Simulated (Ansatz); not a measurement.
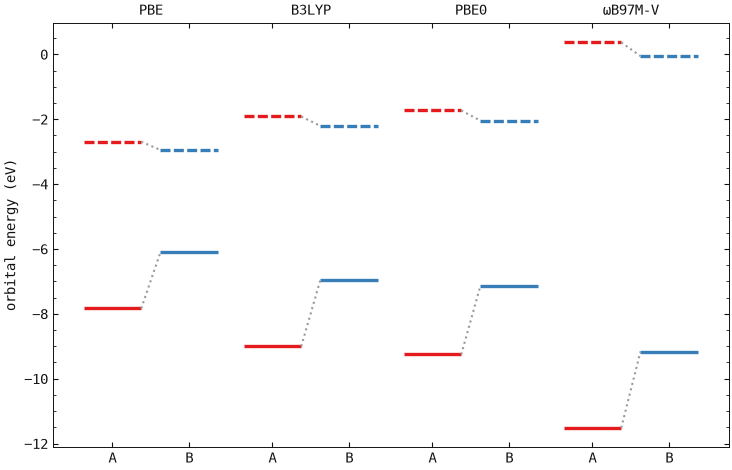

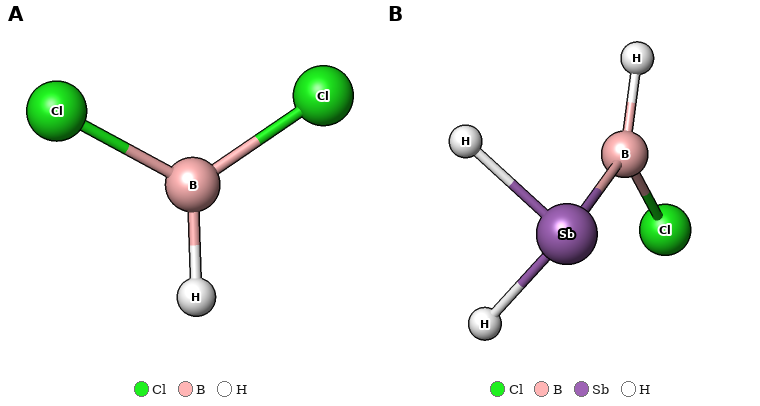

One change: A, BHCl₂ (SMILES ClBCl), becomes B, BSbH₃Cl (SMILES Cl[BH][SbH2]). Cl on B is replaced by SbH₂. HOMO (solid) and LUMO (dashed) computed in def2-TZVPP at PBE0-D4/def2-TZVP geometries, both minima by their frequencies, gas phase, the Ansatz code. Empty levels above zero depend strongly on the basis.

**What does the change do to HOMO and LUMO?**

PBE: the HOMO rises by 1.73 eV, the LUMO falls by 0.26 eV, and the separation goes from 5.14 to 3.16 eV. B3LYP: the HOMO rises by 2.05 eV, the LUMO falls by 0.29 eV, and the separation goes from 7.08 to 4.74 eV. PBE0: the HOMO rises by 2.12 eV, the LUMO falls by 0.31 eV, and the separation goes from 7.52 to 5.09 eV. ωB97M-V: the HOMO rises by 2.35 eV, the LUMO falls by 0.42 eV, and the separation goes from 11.88 to 9.11 eV.

**Do the functionals agree on the effect?**

They agree on the direction for both levels; the HOMO shift lies between 1.73 and 2.35 eV and the LUMO shift between −0.42 and −0.26 eV, while the separations themselves differ by up to 6.7 eV between functionals.

Caveats: core potentials past krypton; spin-orbit coupling is left out, and with Sb it can shift these values.
